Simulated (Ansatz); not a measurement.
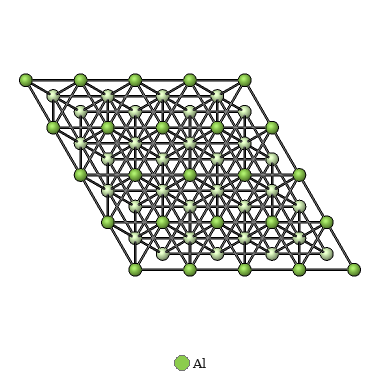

The system is Pt on an Al(111) slab cut from the Fm-3m phase, its upper half relaxed before the scan (12 atoms of substrate and one adsorbate in a 2 × 2 cell); the picture shows it without the atoms that are moved over the map. Pt is moved over the surface cell; relaxed at each place: the height of the adsorbate's atoms; substrate rigid; the origin of the map has the adsorbate above Al9. Places are given modulo a cell vector. The map is drawn in real space over the plane of the surface. The scan uses a 6 × 6 grid; 10 points were computed and 26 follow by symmetry. Places are given in fractions of the 1 × 1 surface cell. All energies are given in eV relative to the lowest grid point. Theory: DFT LDA, scalar-relativistic, plane waves, PAW (Ansatz). Settings: cutoff 420 eV, k-mesh 6×6×1, gaussian smearing 0.1 eV, no spin polarisation.

Range: position of Pt13 along the first surface vector from 0.000 to 0.833; position of Pt13 along the second surface vector from 0.000 to 0.833.

**What landscape does the calculation give?**

The lowest grid point is at a threefold hollow over a third-layer Al atom, (4/6, 2/6) of the cell vectors. There is a further well near a threefold hollow over a second-layer Al atom, (2/6, 4/6) of the cell vectors (0.032 eV above the lowest at that grid point). The highest grid point, the top site over a surface Al atom, (0/6, 0/6) of the cell vectors, lies 2.26 eV above the lowest. On the interpolated surface the easiest way out of the lowest well to the well at a threefold hollow over a second-layer Al atom, (2/6, 4/6) of the cell vectors passes a barrier of about 0.48 eV. At the lowest point the adsorbate has 3 Al at 2.34 Å as nearest neighbours, at the highest 1 Al at 2.16 Å. Its relaxed height above the top atom is 1.68 Å at the lowest and 2.16 Å at the highest point.

```csv
"second ↓, first →",0/6,1/6,2/6,3/6,4/6,5/6
5/6,1.99,1.43,0.51,0.51,1.43,1.99
4/6,1.17,0.51,0.03,0.51,1.17,1.42
3/6,0.48,0.51,0.51,0.48,0.48,0.48
2/6,1.17,1.43,1.17,0.48,0.00,0.48
1/6,1.99,1.99,1.42,0.48,0.48,1.42
0/6,2.26,1.99,1.17,0.48,1.17,1.99
```

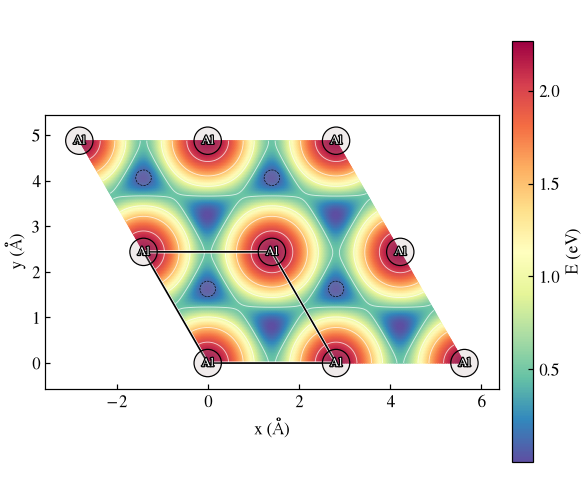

In the figure: a smooth colour map with a few white contour lines, labelled circles for the atoms of the top layer and small ones for the second layer, the outline of one cell of the 2 × 2 shown. Between grid points the surface is interpolated.

The whole map (10 points run) took 3.8 min on 1 thread of AMD EPYC 9R45 96-Core Processor (Zen 5), on a shared host.

PAW datasets: the set soft_1.
